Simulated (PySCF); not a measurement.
# Run report: GeNH₆O₂ (charge +1), reaction-energy calculation

System: GeNH₆O₂, charge +1.
Method: PBE0-D3(BJ)/def2-TZVPD reaction energy of separated species, gas phase (PySCF 2.14.0).

The geometry comes from this level: PBE0-D3(BJ)/def2-SVPD.

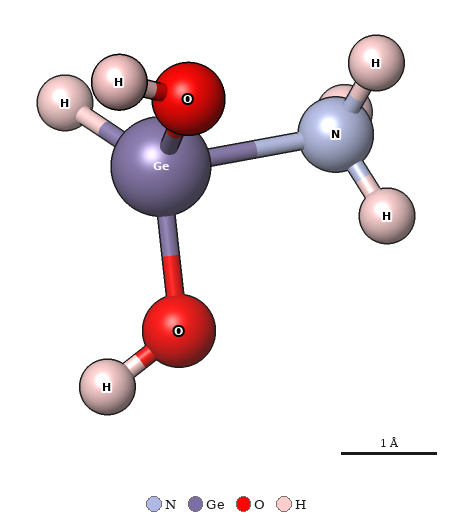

The input geometry (ball-and-stick view, seen at a tilt). Sticks mark near contacts.

The input
```
{"job": {"kind": "react", "xc": "PBE0", "basis": "def2-TZVPD", "disp": "d3bj"}, "charge": 1, "multiplicity": 1}
-1 GeH5NO2 charge 0 multiplicity 1
N     -0.703310     1.286100    -0.114260
Ge     0.029190    -0.359750    -0.305380
O      1.722350    -0.005740     0.111330
O     -0.707150    -1.491500     0.851380
H     -1.604980     1.477540    -0.530820
H     -0.066940     2.063760    -0.245660
H     -0.098650    -1.096360    -1.643590
H      2.290110    -0.778360     0.166650
H     -0.849960    -1.096100     1.717320

-1 H4N charge 1 multiplicity 1
N     -0.000010     0.000000     0.000010
H     -0.633160    -0.439490    -0.679080
H     -0.002560     1.017860    -0.138360
H     -0.316150    -0.216780     0.953030
H      0.951860    -0.361610    -0.135570

+1 GeH6NO2 charge 1 multiplicity 1
N      0.427200     1.086850     0.692540
Ge    -0.070320    -0.679480    -0.026550
O     -1.748460    -0.236920    -0.190500
O      0.911910    -0.487550    -1.453400
H      1.310360     1.404080     0.279720
H      0.511890     1.137760     1.710990
H     -0.306200     1.748510     0.413380
H      0.293780    -1.782380     0.957470
H     -2.416720    -0.894480    -0.411740
H      1.073360    -1.228500    -2.047540

+1 H3N charge 0 multiplicity 1
N      0.006050     0.002490     0.284460
H      0.936280    -0.140850    -0.097620
H     -0.585320    -0.736960    -0.083460
H     -0.340810     0.878880    -0.094380
```

The first line tells a small driver script what to run in PySCF; the rest is the geometry in Å.

Machine: 1 CPU thread, shared host.

Launched with:
```bash
OMP_NUM_THREADS=1 python <driver script> task.json out
```

Log
```
species 1 (GeH5NO2)
coarse grid: 35256 points
cycle   1  E = -2284.6514402549  dE = -1.998e-01  |g| = 1.259e+00  |ddm| = 2.280e+00
cycle   2  E = -2284.2099549682  dE =  4.415e-01  |g| = 2.022e+00  |ddm| = 1.878e+00
cycle   3  E = -2284.8876883775  dE = -6.777e-01  |g| = 1.556e-01  |ddm| = 1.249e+00
cycle   4  E = -2284.8909735337  dE = -3.285e-03  |g| = 7.428e-02  |ddm| = 1.227e-01
cycle   5  E = -2284.8917504611  dE = -7.769e-04  |g| = 1.779e-02  |ddm| = 4.685e-02
cycle   6  E = -2284.8918130586  dE = -6.260e-05  |g| = 4.213e-03  |ddm| = 1.186e-02
cycle   7  E = -2284.8918159907  dE = -2.932e-06  |g| = 7.716e-04  |ddm| = 3.101e-03
final grid: 73312 points
cycle   8  E = -2284.8918392069  dE = -4.080e-08  |g| = 9.455e-04  |ddm| = 3.786e-03
cycle   9  E = -2284.8918390713  dE =  1.356e-07  |g| = 1.318e-03  |ddm| = 1.255e-03
cycle  10  E = -2284.8918393432  dE = -2.719e-07  |g| = 1.556e-04  |ddm| = 7.282e-04
cycle  11  E = -2284.8918393469  dE = -3.718e-09  |g| = 2.119e-05  |ddm| = 9.592e-05
cycle  12  E = -2284.8918393470  dE = -6.685e-11  |g| = 6.172e-06  |ddm| = 1.596e-05
converged SCF energy = -2284.8918393470

species 2 (H4N)
coarse grid: 3544 points
cycle   1  E = -56.8558186075  dE =  2.274e-01  |g| = 1.268e-01  |ddm| = 1.199e+00
cycle   2  E = -56.8613103787  dE = -5.492e-03  |g| = 2.905e-02  |ddm| = 1.586e-01
cycle   3  E = -56.8612943868  dE =  1.599e-05  |g| = 3.230e-02  |ddm| = 3.669e-02
cycle   4  E = -56.8614878559  dE = -1.935e-04  |g| = 5.249e-04  |ddm| = 1.217e-02
cycle   5  E = -56.8614879124  dE = -5.654e-08  |g| = 4.087e-05  |ddm| = 2.743e-04
final grid: 32480 points
cycle   6  E = -56.8539924103  dE = -2.051e-05  |g| = 6.684e-03  |ddm| = 1.847e-02
cycle   7  E = -56.8539891882  dE =  3.222e-06  |g| = 7.936e-03  |ddm| = 5.613e-03
cycle   8  E = -56.8540008754  dE = -1.169e-05  |g| = 4.144e-05  |ddm| = 3.115e-03
cycle   9  E = -56.8540008757  dE = -3.107e-10  |g| = 3.335e-06  |ddm| = 4.130e-05
converged SCF energy = -56.8540008757

species 3 (GeH6NO2)
coarse grid: 37728 points
cycle   1  E = -2285.0246757445  dE =  8.445e-02  |g| = 1.219e+00  |ddm| = 2.332e+00
cycle   2  E = -2284.5217107557  dE =  5.030e-01  |g| = 2.078e+00  |ddm| = 1.863e+00
cycle   3  E = -2285.2413519559  dE = -7.196e-01  |g| = 1.691e-01  |ddm| = 1.253e+00
cycle   4  E = -2285.2455278203  dE = -4.176e-03  |g| = 7.665e-02  |ddm| = 1.414e-01
cycle   5  E = -2285.2460982242  dE = -5.704e-04  |g| = 7.837e-03  |ddm| = 4.432e-02
cycle   6  E = -2285.2461114455  dE = -1.322e-05  |g| = 3.494e-03  |ddm| = 7.696e-03
cycle   7  E = -2285.2461136997  dE = -2.254e-06  |g| = 8.354e-04  |ddm| = 1.962e-03
final grid: 78680 points
cycle   8  E = -2285.2460913147  dE = -3.891e-08  |g| = 1.067e-03  |ddm| = 4.520e-03
cycle   9  E = -2285.2460911013  dE =  2.134e-07  |g| = 1.515e-03  |ddm| = 1.302e-03
cycle  10  E = -2285.2460915173  dE = -4.160e-07  |g| = 1.718e-04  |ddm| = 7.703e-04
cycle  11  E = -2285.2460915222  dE = -4.934e-09  |g| = 1.957e-05  |ddm| = 9.770e-05
cycle  12  E = -2285.2460915223  dE = -7.367e-11  |g| = 6.412e-06  |ddm| = 1.606e-05
converged SCF energy = -2285.2460915223

species 4 (H3N)
coarse grid: 2928 points
cycle   1  E = -56.4893814268  dE = -9.636e-02  |g| = 3.707e-01  |ddm| = 1.101e+00
cycle   2  E = -56.4629596012  dE =  2.642e-02  |g| = 5.179e-01  |ddm| = 4.431e-01
cycle   3  E = -56.5200572016  dE = -5.710e-02  |g| = 1.576e-02  |ddm| = 2.487e-01
cycle   4  E = -56.5201057426  dE = -4.854e-05  |g| = 3.353e-03  |ddm| = 8.644e-03
cycle   5  E = -56.5201079130  dE = -2.170e-06  |g| = 3.223e-04  |ddm| = 2.234e-03
final grid: 27112 points
cycle   6  E = -56.5150238294  dE = -1.159e-05  |g| = 5.608e-03  |ddm| = 1.603e-02
cycle   7  E = -56.5150183802  dE =  5.449e-06  |g| = 7.675e-03  |ddm| = 5.935e-03
cycle   8  E = -56.5150301119  dE = -1.173e-05  |g| = 1.381e-04  |ddm| = 3.462e-03
cycle   9  E = -56.5150301161  dE = -4.215e-09  |g| = 3.215e-05  |ddm| = 9.674e-05
cycle  10  E = -56.5150301164  dE = -2.867e-10  |g| = 3.562e-06  |ddm| = 2.587e-05
converged SCF energy = -56.5150301164

Reaction energy = -9.821 kcal/mol
```

Summary

```json
{"quantity": "outcome", "value": "converged"}
{"quantity": "wall time", "value": "20 s"}
{"quantity": "peak memory", "value": "0.68 GiB"}
```
